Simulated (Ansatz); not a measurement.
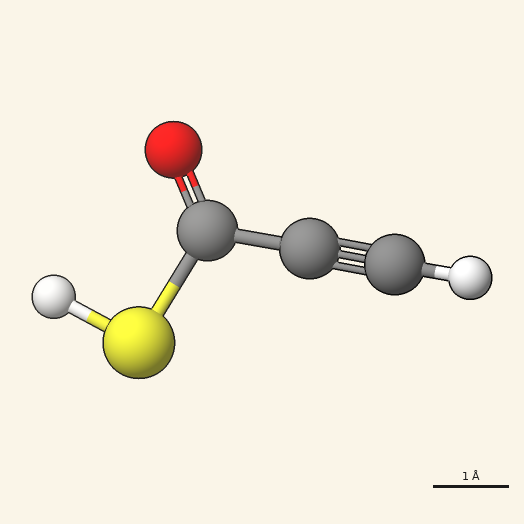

A ball-and-stick model of a molecule. Multiple sticks mark multiple bonds (one Kekulé form). Colours: carbon grey, oxygen red, sulfur yellow, hydrogen white.

> Which formula does it have?

C₃H₂OS, 7 atoms: 3 carbon, 2 hydrogen, 1 oxygen and 1 sulfur.

> Name functional groups in it.

Among them: alkyne.

> How many atoms are distinct by symmetry?

7: 1 C, 1 C, 1 C, 1 O, 1 S, 1 H, 1 H.

> Describe its rings.

It has no ring.

More results for the same structure follow; atom numbers are the same in all pictures, views and colours differ. The geometry was computed by an optimisation with PBE0-D4/def2-TZVP.

Geometry

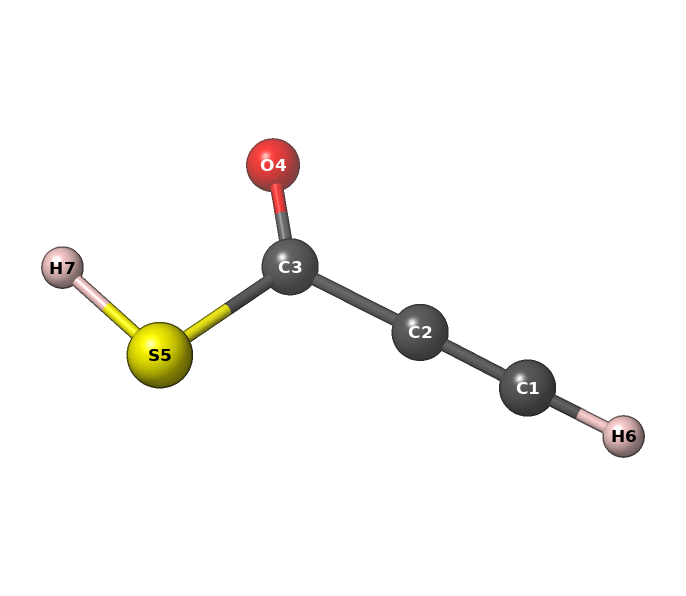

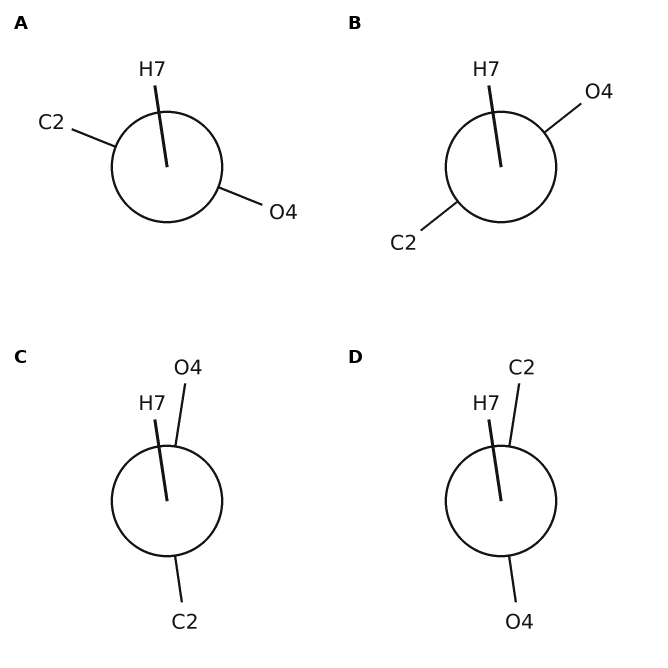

Atoms fade into the background with distance from the viewer. Bonds that would overlap in a projection are set slightly apart.

> Which Newman projection shows the view along S5–C3, with S5 in front?

C. The torsion angle H7–S5–C3–O4 is 0°, synperiplanar (eclipsed).

Dipole moment

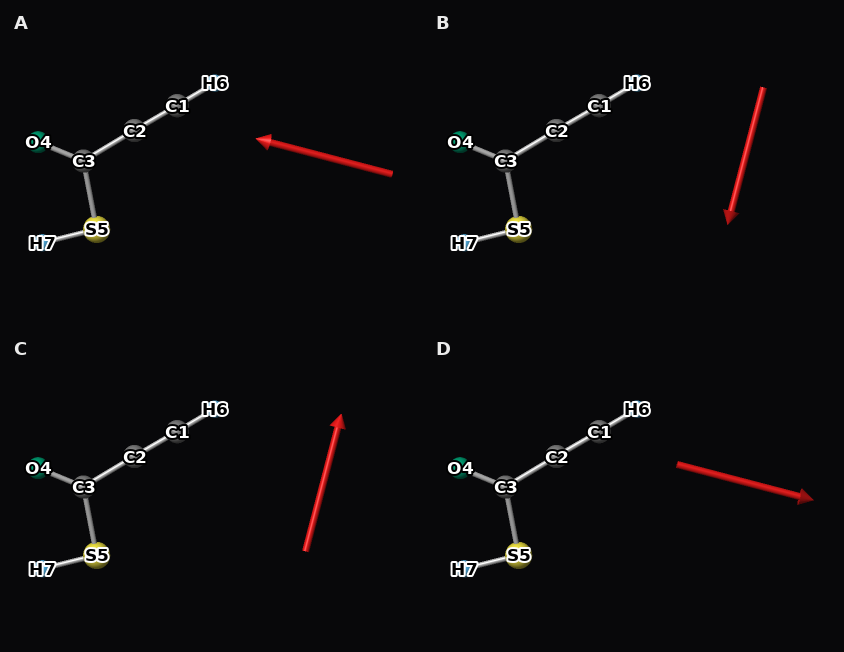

The same molecule four times, each with an arrow. Method: RKS PBE0-D4/def2-TZVP (Ansatz 0.2.0).

> Which arrow points along the dipole moment, from the negative to the positive end?

D. The dipole moment is 2.05 D; it points from the side of O4 to the side of H6 (the outermost atoms at the two ends).

Charges

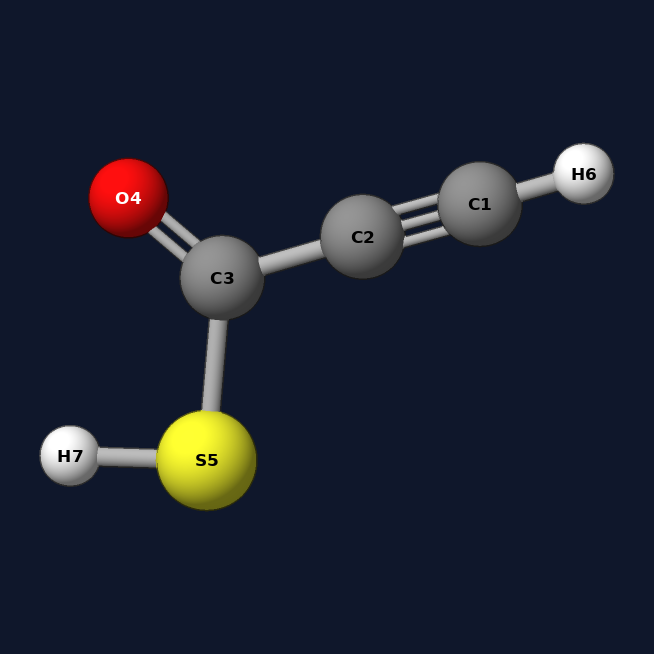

The questions are on Mulliken charges. Level of theory: RKS PBE0-D4/def2-TZVP (Ansatz 0.2.0).

> Which atom carries the highest charge (most positive or least negative)?

H6 (0.19 e).

> And the lowest?

O4 (−0.26 e).

Give the Mulliken charges atom by atom.

```
atom  value (e)
  C1      −0.03
  C2      −0.02
  C3       0.07
  O4      −0.26
  S5      −0.13
  H6       0.19
  H7       0.18
```

Vibrations

Harmonic vibrations computed with RKS PBE0-D4/def2-TZVP (Ansatz 0.2.0) at a stationary point of the same level.

> List the wavenumbers.

15 modes: 152, 236, 385, 391, 499, 678, 678, 702, 741, 882, 1079, 1776, 2227, 2705, 3474 cm⁻¹.

Mulliken values depend strongly on the basis set and can even reverse the polarity of a bond.
